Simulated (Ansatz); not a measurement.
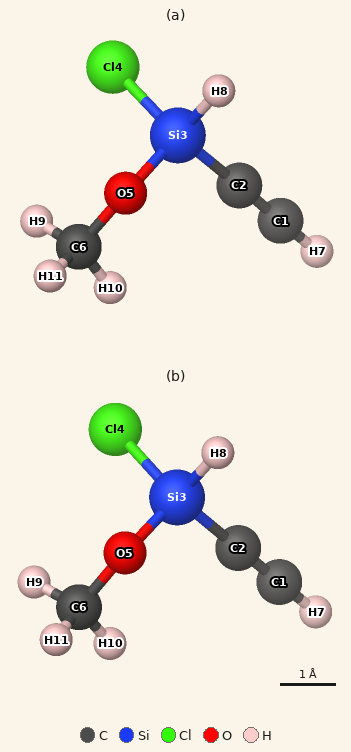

The structure of C3H5ClOSi before (top) and after (bottom) a relaxation, at one scale.

The picture is a ball-and-stick view, seen at a tilt.

The start comes from PBE-D4/def2-SVP.

These are results of RKS PBE0-D4/def2-TZVP in Ansatz 0.2.0, not measurements. Set-up: force threshold 0.005 eV/Å; at most 150 steps.

### What changed between the two?

The atom that moves furthest after the best rigid fit is H10 (0.12 Å). Largest moves by element: H 0.12 Å, Cl 0.05 Å, C 0.04 Å, O 0.04 Å, Si 0.02 Å. Some distances before and after: Si3–O5 1.662 → 1.621 Å, Si3–Cl4 2.083 → 2.052 Å, C1–C2 1.229 → 1.206 Å, C6–H10 1.114 → 1.095 Å. The energy falls by 2.20 kcal/mol in 10 geometry steps. The largest force component goes from 1.3 to 0.0025 eV/Å. The run took about 50 s of wall time on a shared GPU.
